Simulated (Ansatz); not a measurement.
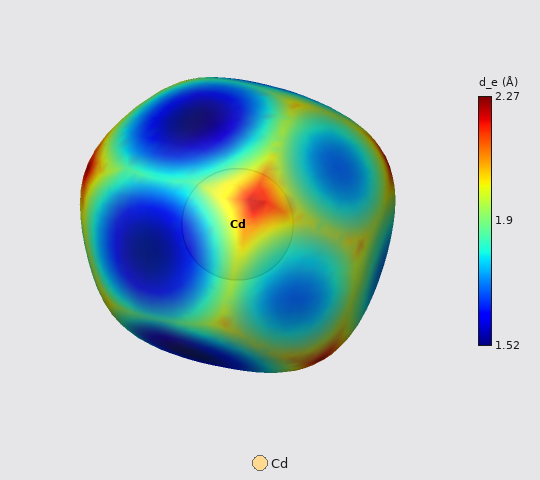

Hirshfeld surface computed for one Cd atom in Cd (P6_3/mmc), coloured by d_e.

The surface is where the fragment's share of the procrystal density (the sum of the densities of spherically averaged neutral Hartree-Fock atoms) equals one half. d_i and d_e are the distances from the surface to the nearest nucleus inside and outside. From Rb on the atoms have core potentials, so only their outer electrons count.

Source of the atomic positions: coordinates from a relaxation at fixed volume with DFT r2SCAN, scalar-relativistic, plane waves, PAW (Ansatz 0.2.0).

```yaml
crystal:
  lattice:
    - [2.99144, 0.00000, 0.00000]
    - [-1.49572, 2.59067, 0.00000]
    - [0.00000, 0.00000, 5.61411]
  atoms:
    - { symbol: Cd, position: [0.33333, 0.66667, 0.75000] }
    - { symbol: Cd, position: [0.66667, 0.33333, 0.25000] }
```

> What is the shortest distance from the fragment to an atom outside it?

Cd–Cd, 2.99 Å.

> How is the surface shared among contacts (nearest atom inside ··· nearest atom outside)?

Cd···Cd 100 %. The surface faces 12 neighbours with more than 2 % of its area each: 12 Cd.

> Give the size and shape of the surface.

It encloses about 17.1 Å³, has an area of about 32 Å² and a globularity of 0.99 (1 for a sphere).
